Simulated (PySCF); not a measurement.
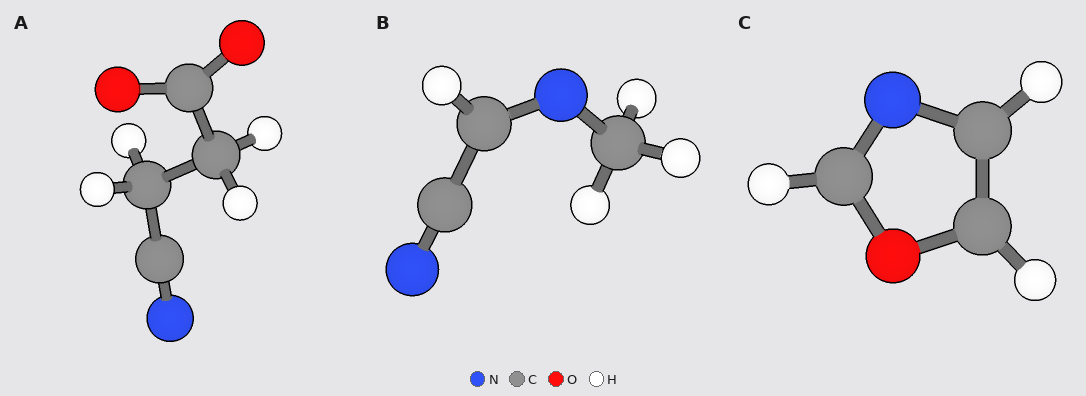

Source: calculation with PySCF.

```xyz
8
charge 0, multiplicity 1
C    -0.7081   -0.0668    0.7388
C    -0.7547    0.4310   -0.5250
O     0.4725    0.2671   -1.0745
C     1.2031   -0.3230   -0.1145
N     0.5616   -0.5468    0.9820
H    -1.4991   -0.1118    1.4851
H    -1.5168    0.8997   -1.1405
H     2.2415   -0.5493   -0.3513
```

**Which panel shows the molecule in this file?**

C. The file holds C3H3NO, `c1cocn1`.
